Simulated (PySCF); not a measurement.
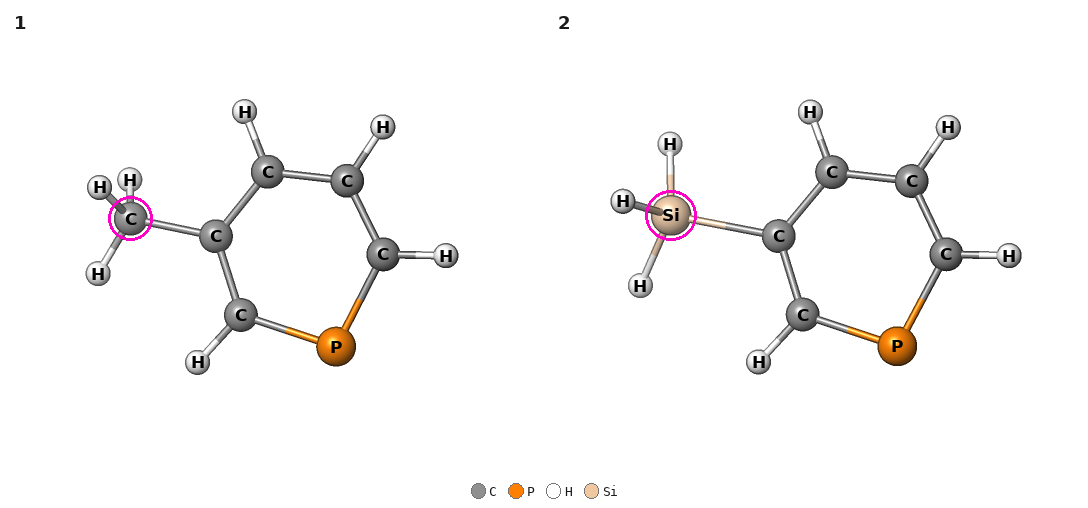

2 molecules with one skeleton, seen from the same side and at one scale; the atom that differs is circled. Each species is neutral and a spin singlet. Computed geometries: GFN2-xTB optimisations, one conformation each. Properties computed with PySCF 2.14.0.

One atom differs, called X below: C in panel 1, Si in panel 2. Their formulas are C6H7P (`Cc1cccpc1`), C5H7PSi (`[SiH3]c1cccpc1`).

Question: In which is the GIAO shielding of the C bonded to X larger (PBE0/pcSseg-1)?

Answer: In panel 2 (X = Si).

Question: In which is the dipole moment larger (PBE0/pcSseg-1)?

Answer: In panel 1 (X = C).

Give the values. With GFN2-xTB: length of X–C (Å), mean length of X–H (Å), mean angle C–X–H (°). With PBE0/pcSseg-1: dipole moment (D), HOMO energy (Kohn–Sham orbital) (eV), HOMO–LUMO gap (eV), Hirshfeld charge of X (e), GIAO shielding of the C bonded to X (ppm).

```
                                 quantity  1 (C)  2 (Si)   2 − 1
                        length of X–C (Å)  1.502   1.894  +0.392
                   mean length of X–H (Å)  1.089   1.464  +0.375
                     mean angle C–X–H (°)  110.6   108.7    −1.9
                        dipole moment (D)   2.05    1.46   −0.59
     HOMO energy (Kohn–Sham orbital) (eV)  −7.03   −7.26   −0.23
                       HOMO–LUMO gap (eV)   5.61    5.65   +0.04
                Hirshfeld charge of X (e)  −0.11    0.32   +0.43
GIAO shielding of the C bonded to X (ppm)   38.9    44.9    +6.0
```

The geometry is semi-empirical. Around P, Si such bond lengths and angles can be off by a tenth of an ångström or more and by several degrees, and values that hang on the shape move with them.
